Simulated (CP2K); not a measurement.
**CH4F2OSi (SMILES O[SiH](F)CF) at IPEA1-xTB**

What is the energy change on altering one bond length of CH4F2OSi at IPEA1-xTB? 

The calculation is run with CP2K 2026.2.

2 further runs of the same task are left out: 1 that didn't finish, 1 set aside as unsound or not needed.

## (1) The system as given

CH4F2OSi has 9 atoms, charge 0, and is taken as a singlet. As SMILES, `O[SiH](F)CF`. The coordinates come from a GFN2-xTB relaxation. This is one conformer, not always the lowest.

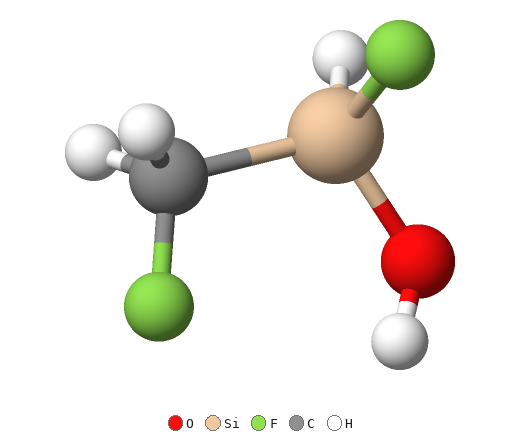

Viewed from a chosen angle; oxygen red, silicon light orange, fluorine green, carbon grey, hydrogen white.

## (2) Energy and gradient at IPEA1-xTB

The input, qs.inp:

```
&GLOBAL
   PROJECT_NAME qs
   RUN_TYPE ENERGY_FORCE
   PRINT_LEVEL MEDIUM
&END GLOBAL

&FORCE_EVAL
   METHOD QS
   &DFT
      &QS
         METHOD XTB
         EPS_DEFAULT 1.0E-10
         &XTB
            GFN_TYPE TBLITE
            &TBLITE
               METHOD IPEA1
            &END TBLITE
            CHECK_ATOMIC_CHARGES F
         &END XTB
      &END QS
      ! no periodic images
      &POISSON
         PERIODIC NONE
         POISSON_SOLVER ANALYTIC
      &END POISSON
      &SCF
         SCF_GUESS ATOMIC
         EPS_SCF 1.0E-07
         MAX_SCF 150
         ADDED_MOS 2
         &DIAGONALIZATION
            ALGORITHM STANDARD
         &END DIAGONALIZATION
         &MIXING
            METHOD DIRECT_P_MIXING
            ALPHA 0.4
         &END MIXING
         &SMEAR ON
            METHOD FERMI_DIRAC
            ELECTRONIC_TEMPERATURE [K] 300
         &END SMEAR
      &END SCF
      &PRINT
         &MOMENTS
            PERIODIC F
            REFERENCE COM
            MAX_MOMENT 1
         &END MOMENTS
         &MO ON
            ENERGIES T
            OCCUPATION_NUMBERS T
            NDIGITS 6
            &EACH
               QS_SCF 0
            &END EACH
            ADD_LAST NUMERIC
         &END MO
         &HIRSHFELD OFF
         &END HIRSHFELD
      &END PRINT
   &END DFT
   &SUBSYS
      &CELL
         ABC 15.2 15.4 15.4
         PERIODIC NONE
      &END CELL
      &COORD
         O     -0.563750     1.303960     1.168870
         Si     0.547090     0.295900     0.598430
         F      1.713830     1.144270    -0.117960
         C     -0.172770    -0.829300    -0.776860
         F     -1.474180    -0.442670    -1.065130
         H     -1.348520     1.550410     0.681470
         H      1.145190    -0.386610     1.719660
         H     -0.228240    -1.881530    -0.493430
         H      0.381360    -0.754420    -1.715050
      &END COORD
      &TOPOLOGY
         &CENTER_COORDINATES
         &END CENTER_COORDINATES
      &END TOPOLOGY
   &END SUBSYS
   ! extra output
   &PRINT
      &FORCES ON
      &END FORCES
   &END PRINT
&END FORCE_EVAL
```

Started as:

```sh
OMP_NUM_THREADS=1 cp2k.psmp -i qs.inp -o qs.out
```

The program printed:

```text
CP2K| version string:                                       CP2K version 2026.2
[...]
 GLOBAL| Method name                                                        CP2K
[...]
 GLOBAL| Run type                                                   ENERGY_FORCE
[...]
                             - Atoms:                                          9
[...]
                             - Spherical basis functions:                     37
[...]
 Number of electrons:                                                         32
[...]
  *** SCF run converged in    17 steps ***
[...]
  Fermi energy:                                                -0.25239504409701
[...]
 TB_DIPOLE| Moment [Debye]         -0.02532606      -0.77714743       0.57092345
 TB_DIPOLE| Derivative [a.u.]       0.00000000       0.00000000       0.00000000
[...]
 ENERGY| Total FORCE_EVAL ( QS ) energy [hartree]            -22.288538788649713
 FORCES| Atomic forces [hartree/bohr]
 FORCES|   Atom     x               y               z               |f|
 FORCES|      1  9.89675859E-03 -2.23301015E-02 -2.55406377E-02   3.53398279E-02
 FORCES|      2 -1.19862262E-03  2.35871146E-02  1.68184672E-02   2.89939565E-02
 FORCES|      3 -4.05829857E-03 -8.10053598E-03  5.51940963E-03   1.06090694E-02
 FORCES|      4  9.66041947E-03 -1.03309061E-04  5.91205810E-03   1.13263767E-02
 FORCES|      5 -7.45773468E-03  4.02646501E-03 -7.72467944E-04   8.51040151E-03
 FORCES|      6 -2.90119941E-03  8.35957892E-03  1.46534836E-02   1.71179467E-02
 FORCES|      7 -3.19751530E-03  5.97956304E-03 -6.98247061E-03   9.73314821E-03
 FORCES|      8 -1.88296722E-04 -6.22688464E-03 -5.87671199E-03   8.56418658E-03
 FORCES|      9 -5.55510760E-04 -5.19189039E-03 -3.73113037E-03   6.41760484E-03
 FORCES| Sum    -3.14852311E-16 -1.37910516E-16  3.59955121E-17
 FORCES| Total atomic force                                       3.45611003E-16
[...]
```

Run time: 0.48 s. Hardware: 1 thread of Arm Neoverse N1, shared host; peak memory 0.14 GiB.

## (3) The distorted shape at the same level

The input, gas.inp:

```
&GLOBAL
   PROJECT_NAME gas
   RUN_TYPE ENERGY_FORCE
   PRINT_LEVEL MEDIUM
&END
&FORCE_EVAL
   METHOD Quickstep
   &DFT
      CHARGE 0
      MULTIPLICITY 1
      &QS
         METHOD XTB
         EPS_DEFAULT 1.0E-10
         &XTB
            GFN_TYPE TBLITE
            &TBLITE
               METHOD IPEA1
            &END
            CHECK_ATOMIC_CHARGES F
         &END
      &END
      &POISSON
         PERIODIC NONE
         POISSON_SOLVER ANALYTIC
      &END
      ! self-consistent field
      &SCF
         SCF_GUESS ATOMIC
         EPS_SCF 1.0E-07
         MAX_SCF 150
         ADDED_MOS 2
         &DIAGONALIZATION
            ALGORITHM STANDARD
         &END
         &MIXING
            METHOD DIRECT_P_MIXING
            ALPHA 0.4
         &END
         &SMEAR ON
            METHOD FERMI_DIRAC
            ELECTRONIC_TEMPERATURE [K] 300
         &END
      &END
      &PRINT
         &MOMENTS
            PERIODIC F
            REFERENCE COM
            MAX_MOMENT 1
         &END
         &MO ON
            ENERGIES T
            OCCUPATION_NUMBERS T
            NDIGITS 6
            &EACH
               QS_SCF 0
            &END
            ADD_LAST NUMERIC
         &END
         &HIRSHFELD OFF
         &END
      &END
   &END
   ! atoms, cell and kinds
   &SUBSYS
      &CELL
         ABC [angstrom] 15.6 15.4 15.4
         PERIODIC NONE
      &END
      &COORD
         O     -0.972115     1.007026     1.419610
         Si     0.138725    -0.001034     0.849170
         F      1.713830     1.144270    -0.117960
         C     -0.581135    -1.126234    -0.526120
         F     -1.882545    -0.739604    -0.814390
         H     -1.756885     1.253476     0.932210
         H      0.736825    -0.683544     1.970400
         H     -0.636605    -2.178464    -0.242690
         H     -0.027005    -1.051354    -1.464310
      &END
      &TOPOLOGY
         &CENTER_COORDINATES
         &END
      &END
   &END
   ! extra output
   &PRINT
      &FORCES ON
      &END
   &END
&END
```

Started as:

```sh
OMP_NUM_THREADS=1 cp2k.psmp -i gas.inp > gas.out 2>&1
```

The program printed:

```text
CP2K| version string:                                       CP2K version 2026.2
[...]
 GLOBAL| Method name                                                        CP2K
[...]
 GLOBAL| Run type                                                   ENERGY_FORCE
[...]
                             - Atoms:                                          9
[...]
                             - Spherical basis functions:                     37
[...]
 Number of electrons:                                                         32
[...]
  *** SCF run converged in    21 steps ***
[...]
  Fermi energy:                                                -0.29048208448980
[...]
 TB_DIPOLE| Moment [Debye]         -2.30779023      -2.44769376       1.55338216
 TB_DIPOLE| Derivative [a.u.]       0.00000000       0.00000000       0.00000000
[...]
 ENERGY| Total FORCE_EVAL ( QS ) energy [hartree]            -22.218218246455418
 FORCES| Atomic forces [hartree/bohr]
 FORCES|   Atom     x               y               z               |f|
 FORCES|      1  2.53122203E-02 -2.73803390E-02 -3.03655865E-02   4.80880474E-02
 FORCES|      2  2.69393883E-02  5.12467262E-02 -2.39794228E-03   5.79457308E-02
 FORCES|      3 -6.34232777E-02 -4.76616096E-02  3.89223750E-02   8.83690696E-02
 FORCES|      4  1.23990407E-02  6.79988091E-03 -1.98692909E-03   1.42801428E-02
 FORCES|      5 -3.39833895E-03  4.18354359E-03  2.63139644E-03   5.99791562E-03
 FORCES|      6 -2.00648368E-03  1.06841992E-02  1.13429609E-02   1.57111696E-02
 FORCES|      7  2.69631170E-03  1.22779459E-02 -1.10809022E-02   1.67572207E-02
 FORCES|      8  1.75826787E-03 -4.55427193E-03 -2.89587857E-03   5.67617929E-03
 FORCES|      9 -2.77128571E-04 -5.59607535E-03 -4.16949375E-03   6.98409176E-03
 FORCES| Sum     8.33209370E-17  5.46437895E-17 -3.85975973E-16
 FORCES| Total atomic force                                       3.98629871E-16
[...]
```

It took 0.49 s on 1 thread of Arm Neoverse N1, shared host; peak memory 0.14 GiB.

## (4) Summary of results

At IPEA1-xTB:

| quantity | value |
| --- | --- |
| first shape: total energy | -22.28854 Eh |
| first shape: dipole moment (from atomic charges alone) | 0.96 D |
| first shape: HOMO energy | -11.98 eV |
| first shape: LUMO energy | -5.99 eV |
| first shape: HOMO–LUMO gap | 5.99 eV |
| first shape: largest force on an atom | 1.817 eV/Å |
| distorted shape: total energy | -22.21822 Eh |
| distorted shape: dipole moment (from atomic charges alone) | 3.71 D |
| distorted shape: HOMO energy | -12.44 eV |
| distorted shape: LUMO energy | -7.03 eV |
| distorted shape: HOMO–LUMO gap | 5.42 eV |
| distorted shape: largest force on an atom | 4.544 eV/Å |
| energy change with the Si2–F3 bond stretched from 1.611 to 2.174 Å | 1.914 eV |

What this shows: With the Si2–F3 bond stretched from 1.611 to 2.174 Å the energy rises by 1.91 eV (44 kcal/mol). The first shape isn't relaxed at this level, so the change isn't measured from a minimum. The largest force (first shape) is 1.82 eV/Å: the shape isn't a stationary point for this species at this level. The dipole (first shape) comes from point charges on the atoms alone, without atomic dipoles, so it is partial. The dipole (distorted shape) comes from point charges on the atoms alone, without atomic dipoles, so it is partial.
